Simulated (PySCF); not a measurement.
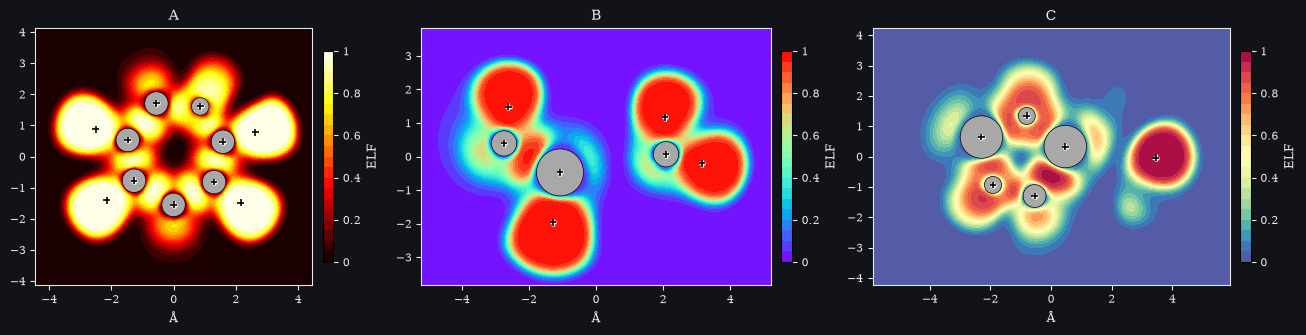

The electron localisation function of 3 systems, each on a plane through atoms (crosses mark nuclei in the plane; grey discs cover the cores).

Computed with PySCF 2.14.0, PBE0/pcSseg-1, SCF density, gas phase, non-relativistic.

System 1: C₆H₈O (SMILES C1=CCOC=CC1), the plane of atoms C2, C1 and H8. Geometry: GFN2-xTB.

```xyz
15

C    -0.1562   -1.3602    0.4226
C     1.0820   -0.9032    0.5020
C     1.7053    0.4146    0.1804
O     0.9949    1.5269   -0.3212
C    -0.3257    1.5840   -0.5861
C    -1.3373    0.7322   -0.4922
C    -1.4032   -0.6877   -0.0340
H    -0.3232   -2.3859    0.7322
H     1.8447   -1.5813    0.8697
H     2.1985    0.7714    1.0989
H     2.5058    0.2230   -0.5523
H    -0.5272    2.5843   -0.9553
H    -2.2986    1.1211   -0.8002
H    -1.8267   -1.2903   -0.8491
H    -2.1332   -0.7490    0.7847
```

System 2: C₆H₁₄Si, the plane of atoms H16, C5 and H17. Geometry: PBE0-D3(BJ)/def2-SVP.

```xyz
21

C     2.8719   -0.1674    0.0186
Si    1.0842   -0.0968   -0.5564
C     0.2036    1.4781   -0.0008
C    -1.3128    1.3586   -0.1965
C    -1.9329    0.1444    0.4971
C    -1.4641   -1.2073   -0.0443
C     0.0290   -1.4799    0.1767
H     3.3533   -1.1073   -0.2944
H     2.9304   -0.1057    1.1168
H     3.4577    0.6662   -0.3998
H     1.0376   -0.1846   -2.0556
H     0.5999    2.3624   -0.5281
H     0.4296    1.6325    1.0710
H    -1.5415    1.3033   -1.2767
H    -1.8114    2.2737    0.1668
H    -3.0306    0.2037    0.4068
H    -1.7146    0.1956    1.5810
H    -2.0647   -2.0085    0.4196
H    -1.6908   -1.2525   -1.1254
H     0.3156   -2.4611   -0.2380
H     0.2416   -1.5303    1.2611
```

System 3: C₃H₁₀O₂Si₂, the plane of atoms O5, Si6 and O7. Geometry: GFN2-xTB.

```yaml
atoms:
  - { symbol: C, position_ang: [-2.6340, 0.0620, -0.0092] }
  - { symbol: C, position_ang: [-1.3741, 0.8930, -0.2174] }
  - { symbol: Si, position_ang: [0.1279, -0.1897, -0.5979] }
  - { symbol: C, position_ang: [0.8754, -1.0918, 0.9315] }
  - { symbol: O, position_ang: [2.2452, -0.7273, 0.9911] }
  - { symbol: Si, position_ang: [2.7960, 0.3897, -0.0504] }
  - { symbol: O, position_ang: [1.4415, 0.7122, -0.9317] }
  - { symbol: H, position_ang: [-3.4925, 0.6997, 0.1931] }
  - { symbol: H, position_ang: [-2.5110, -0.6218, 0.8271] }
  - { symbol: H, position_ang: [-2.8492, -0.5278, -0.8963] }
  - { symbol: H, position_ang: [-1.1975, 1.5082, 0.6671] }
  - { symbol: H, position_ang: [-1.5359, 1.5818, -1.0465] }
  - { symbol: H, position_ang: [-0.0529, -1.1230, -1.7120] }
  - { symbol: H, position_ang: [0.8281, -2.1816, 0.8658] }
  - { symbol: H, position_ang: [0.4127, -0.8021, 1.8803] }
  - { symbol: H, position_ang: [3.7713, -0.1980, -0.9503] }
  - { symbol: H, position_ang: [3.1421, 1.6285, 0.6240] }
```

Question: Which map belongs to which system?

Answer: Panel A is system 1, C₆H₈O: the plane holds C, O and H. C–C (1.32 Å): the ELF peaks at about 0.90 between the atoms: a short, multiple covalent bond. Panel B is system 2, C₆H₁₄Si: the plane holds C, Si and H. C–Si (1.88 Å): the ELF peaks at about 0.95 between the atoms; localised, covalent bonding. Panel C is system 3, C₃H₁₀O₂Si₂: the plane holds Si, C, O and H. C–O (1.42 Å): the ELF peaks at about 0.85 between the atoms, as expected for a polar covalent bond.
